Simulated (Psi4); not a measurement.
**[AgCl2]− (SMILES [Cl][Ag-][Cl]) at DSD-PBEP86/def2-SVPD (core potential)**

Aim: the energy change on altering one bond length of [AgCl2]− at DSD-PBEP86/def2-SVPD (core potential), from 2 runs. 

The results are computed with Psi4 1.11.

4 further runs of the same task are left out: 4 set aside as unsound or not needed.

## 1. The structure to begin with

The species is [AgCl2]− (3 atoms), meant as a singlet with charge -1. SMILES: `[Cl][Ag-][Cl]`. Geometry: a GFN2-xTB relaxation, a rough one for these elements and not checked as a minimum.

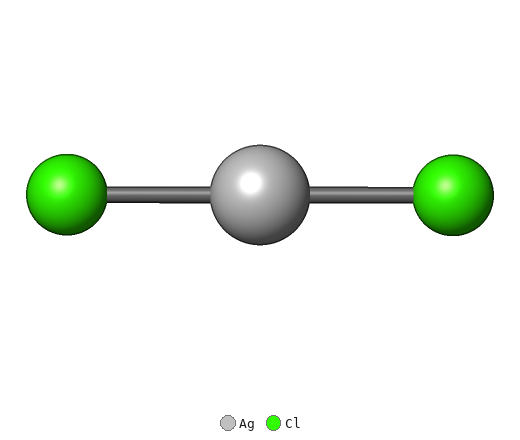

The structure, seen from a chosen angle (silver light grey, chlorine green).

## 2. The energy at DSD-PBEP86/def2-SVPD (core potential)

Contents of job.json:

```json
{
  "schema_name": "qcschema_input",
  "schema_version": 1,
  "molecule": {
    "schema_name": "qcschema_molecule",
    "schema_version": 2,
    "symbols": ["Ag", "Cl", "Cl"],
    "geometry": [0.00015118, 9.449e-05, 7.559e-05, -0.03082143, -0.03887167, 4.33079874, 0.03067026, 0.03877718, -4.33089323],
    "molecular_charge": -1,
    "molecular_multiplicity": 1,
    "fix_symmetry": "c1"
  },
  "driver": "energy",
  "model": {
    "method": "dsd-pbep86",
    "basis": "def2-SVPD"
  },
  "keywords": {
    "reference": "rks",
    "puream": true,
    "e_convergence": 1e-09,
    "d_convergence": 1e-08,
    "scf_type": "pk",
    "dft_radial_points": 99,
    "dft_spherical_points": 590,
    "num_frozen_docc": 10
  }
}
```

Command:

```bash
$ psi4 --qcschema job.json -n 1 --memory 1600MB
```

stdout (excerpt; [...] marks lines left out):

```text
[...]
                   'protocols': {'error_correction': {'default_policy': True, 'policies': None},
                                 'native_files': 'none',
[...]
    !!!  WARNING: ECP capability is in beta. Please check occupations closely.  !!!
[...]
  Running in c1 symmetry.
[...]
  Nuclear repulsion =  182.515915483756544
[...]
  Multiplicity = 1
[...]
  Nalpha       = 27
  Nbeta        = 27
[...]
    Number of basis functions: 88
[...]
   @RKS iter   1: -1065.86521918581025   -5.98401e-01   4.34155e-03 ADIIS/DIIS
[...]
   @RKS iter  10: -1065.96890466724608   -2.95586e-12   2.67290e-09 DIIS
[...]
    Orbital Energies [Eh]
    ---------------------
    Doubly Occupied:
       1A   -103.428698     2A   -103.428658     3A     -9.960855
       4A     -9.960839     5A     -7.531697     6A     -7.531681
       7A     -7.529776     8A     -7.529776     9A     -7.529768
      10A     -7.529768    11A     -3.971844    12A     -2.472212
      13A     -2.466782    14A     -2.466782    15A     -0.768161
      16A     -0.758667    17A     -0.344848    18A     -0.318316
      19A     -0.318316    20A     -0.291851    21A     -0.291851
      22A     -0.228825    23A     -0.215790    24A     -0.215790
      25A     -0.188599    26A     -0.186161    27A     -0.186161
[...]
  @RKS Final Energy: -1065.96890466724608
   => Energetics <=
    Nuclear Repulsion Energy =            182.5159154837565438
    One-Electron Energy =               -1907.3753588073032006
    Two-Electron Energy =                 679.1031104614100968
    DFT Exchange-Correlation Energy =     -20.2125718051095191
    Empirical Dispersion Energy =           0.0000000000000000
    VV10 Nonlocal Energy =                  0.0000000000000000
    Total Energy =                      -1065.9689046672460790
[...]
 Multipole Moments:
 ------------------------------------------------------------------------------------
     Multipole            Electronic (a.u.)      Nuclear  (a.u.)        Total (a.u.)
 ------------------------------------------------------------------------------------
 L = 1.  Multiply by 2.5417464519 to convert [e a0] to [Debye]
 Dipole X            :          0.0012400           -0.0011648            0.0000753
 Dipole Y            :          0.0035185           -0.0033049            0.0002136
 Dipole Z            :          0.0017662           -0.0015638            0.0002024
 Magnitude           :                                                    0.0003037
[...]
```

The result, in JSON:

```text
{
 "driver": "energy",
 "model": {
  "method": "dsd-pbep86",
  "basis": "def2-SVPD"
 },
 "success": true,
 "return_result": -1066.3089335182594,
 "properties": {
  "calcinfo_nbasis": 88,
  "calcinfo_nmo": 88,
  "calcinfo_nalpha": 27,
  "calcinfo_nbeta": 27,
  "calcinfo_natom": 3,
  "nuclear_repulsion_energy": 182.51591548375654,
  "return_energy": -1066.3089335182594,
  "scf_one_electron_energy": -1907.3753588073032,
  "scf_two_electron_energy": 679.1031104614101,
  "scf_xc_energy": -20.21257180510952,
  "scf_dipole_moment": [7.527874535412631e-05, 0.00021359554394968262, 0.00020239387972598166],
  "scf_total_energy": -1065.968904667246,
  "scf_iterations": 10
 }
}
```

Wall time 6.3 s (1 thread of Intel Xeon 6975P-C (Granite Rapids), shared host); peak memory 0.65 GiB.

## 3. The distorted shape at the same level

Contents of agcl2.xyz:

```xyz
3
AgCl2
Ag     0.002539     0.003143    -0.343766
Cl    -0.016310    -0.020570     2.291760
Cl     0.018689     0.023613    -2.635616
```

Contents of agcl2.py:

```python
import psi4

psi4.set_memory(1600000000)
psi4.set_num_threads(1)
psi4.core.set_output_file('agcl2.out', False)

with open('agcl2.xyz') as f:
    atoms = ''.join(f.readlines()[2:])
molecule = psi4.geometry('-1 1\n' + atoms + 'symmetry c1')

psi4.set_options({
    'basis': 'def2-SVPD',
    'puream': True,
    'e_convergence': 1e-09,
    'd_convergence': 1e-08,
    'scf_type': 'pk',
    'dft_radial_points': 99,
    'dft_spherical_points': 590,
    'num_frozen_docc': 10,
})

energy_value, wavefunction = psi4.energy("DSD-PBEP86", return_wfn=True)
print('E =', round(energy_value, 9))
```

Command:

```bash
$ python agcl2.py
```

agcl2.out (excerpt; [...] marks lines left out):

```text
[...]
    !!!  WARNING: ECP capability is in beta. Please check occupations closely.  !!!
[...]
  Running in c1 symmetry.
[...]
  Nuclear repulsion =  170.459206792159364
[...]
  Multiplicity = 1
[...]
  Nalpha       = 27
  Nbeta        = 27
[...]
    Number of basis functions: 88
[...]
   @RKS iter   1: -1065.85598672299011   -7.57437e-01   4.51062e-03 ADIIS/DIIS
[...]
   @RKS iter  11: -1065.96807039215196   -6.82121e-13   4.60732e-09 DIIS
[...]
    Orbital Energies [Eh]
    ---------------------
    Doubly Occupied:
       1A   -103.438989     2A   -103.417847     3A     -9.971093
       4A     -9.948564     5A     -7.541994     6A     -7.539965
       7A     -7.539965     8A     -7.519134     9A     -7.517687
      10A     -7.517687    11A     -3.981965    12A     -2.480503
      13A     -2.478932    14A     -2.478932    15A     -0.773297
      16A     -0.740372    17A     -0.340458    18A     -0.320689
      19A     -0.320689    20A     -0.305383    21A     -0.305383
      22A     -0.220284    23A     -0.212863    24A     -0.212863
      25A     -0.199318    26A     -0.191161    27A     -0.191161
[...]
  @RKS Final Energy: -1065.96807039215196
   => Energetics <=
    Nuclear Repulsion Energy =            170.4592067921593639
    One-Electron Energy =               -1883.1572777461185524
    Two-Electron Energy =                 666.9329510052157275
    DFT Exchange-Correlation Energy =     -20.2029504434086391
    Empirical Dispersion Energy =           0.0000000000000000
    VV10 Nonlocal Energy =                  0.0000000000000000
    Total Energy =                      -1065.9680703921519580
[...]
 Multipole Moments:
 ------------------------------------------------------------------------------------
     Multipole            Electronic (a.u.)      Nuclear  (a.u.)        Total (a.u.)
 ------------------------------------------------------------------------------------
 L = 1.  Multiply by 2.5417464519 to convert [e a0] to [Debye]
 Dipole X            :          0.0012465           -0.0011690            0.0000775
 Dipole Y            :          0.0035213           -0.0033023            0.0002190
 Dipole Z            :         -4.8508741            4.2346198           -0.6162543
 Magnitude           :                                                    0.6162543
[...]
```

Standard output:

```text
Memory set to   1.490 GiB by Python driver.
  Threads set to 1 by Python driver.
E = -1066.303248769
```

It took 7.5 s on 1 thread of Intel Xeon 6975P-C (Granite Rapids), shared host; peak memory 0.65 GiB.

## 4. Results

Level: DSD-PBEP86/def2-SVPD (core potential), 10 core orbitals frozen.

| quantity | value |
| --- | --- |
| first shape: total energy | -1066.30893 Eh |
| first shape: HOMO energy (SCF part's orbitals) | -5.07 eV |
| first shape: LUMO energy (SCF part's orbitals) | 4.56 eV |
| first shape: HOMO–LUMO gap (to an unbound level, set by the basis) | 9.63 eV |
| distorted shape: total energy | -1066.30325 Eh |
| distorted shape: HOMO energy (SCF part's orbitals) | -5.20 eV |
| distorted shape: LUMO energy (SCF part's orbitals) | 4.26 eV |
| distorted shape: HOMO–LUMO gap (to an unbound level, set by the basis) | 9.46 eV |
| energy change with the Ag1–Cl2 bond stretched from 2.292 to 2.636 Å | 0.155 eV |

**Reading.** With the Ag1–Cl2 bond stretched from 2.292 to 2.636 Å the energy rises by 0.15 eV (3.6 kcal/mol). The first shape isn't relaxed at this level, so the change isn't measured from a minimum.
